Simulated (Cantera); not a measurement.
Input: 1 mol Si, 0.24 mol CO₂, a varied amount of H₂, 0.014 mol O₂, held at 1625 K and 90.0 mbar.

Method: chemical equilibrium by Gibbs-energy minimisation in Cantera with the NASA 1993 tables (ideal gas, pure condensed phases). Candidate condensed phases: C, C₆H₆, C₇H₈, C₈H₁₈, H₂O, Si, SiC, SiO₂; 123 gas species. Mutual solubility and eutectic melting of coexisting phases are not modelled. Rates play no part.

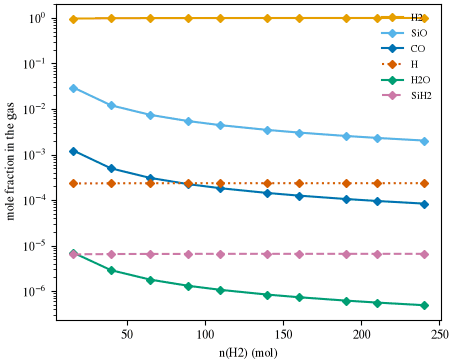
Figure. Equilibrium gas composition (values under 1e-9 drawn at 1e-9)

Read off the mole fractions at 65 mol H₂.

H₂ about 0.99, SiO about 0.0074, CO about 0.00031, H about 0.00023, SiH₂ about 6.6e-6, H₂O about 1.8e-6.
